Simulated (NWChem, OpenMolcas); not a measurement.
## A ladder of methods for SnNH4F (SMILES [NH2][SnH2][F])

SnNH4F has 7 atoms, charge 0, and is taken as a singlet. As SMILES, `[NH2][SnH2][F]`. The coordinates come from a PBE0-D4/def2-TZVP relaxation. This is one conformer, not always the lowest.

```xyz
7

N    -0.8246    0.0883   -0.9430
Sn    0.4977   -0.0651    0.5429
F     0.2339   -1.8275    1.2724
H    -1.5842    0.7414   -0.8296
H    -0.4695    0.1255   -1.8857
H     0.1131    0.9711    1.8338
H     2.0949   -0.1018   -0.0366
```

Quantity: the dipole moment, in D. The values are calculated.

```tsv
level	kind	program	value (D)	CPU time
HF/def2-SVP (core potential)	Hartree–Fock	OpenMolcas	4.28	5.1 s
SVWN5/def2-SVP (core potential)	LDA	NWChem	3.71	18 s
BLYP/def2-SVP (core potential)	GGA	OpenMolcas	3.55	23 s
PBE/def2-SVP (core potential)	GGA	OpenMolcas	3.58	22 s
TPSS/def2-SVP (core potential)	meta-GGA	OpenMolcas	3.58	30 s
r2SCAN/def2-SVP (core potential)	meta-GGA	OpenMolcas	3.75	27 s
B3LYP/def2-SVP (core potential)	global hybrid	NWChem	3.77	25 s
M06-2X/def2-SVP (core potential)	hybrid meta-GGA	OpenMolcas	3.95	24 s
```

The values span 3.55 to 4.28 D. Magnitudes only. Times are those of the runs behind each value, whatever else they computed, on shared processors of several kinds: orders of magnitude only.

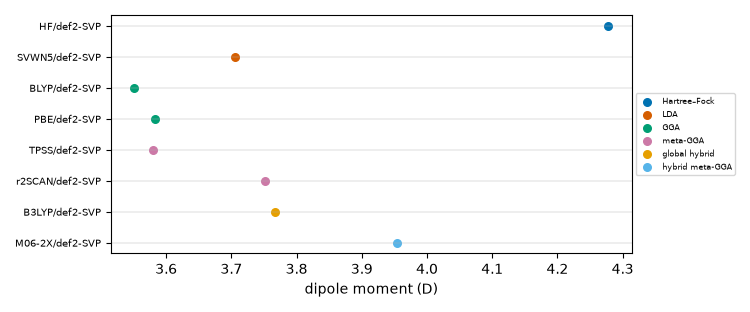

The values of the table, level by level.
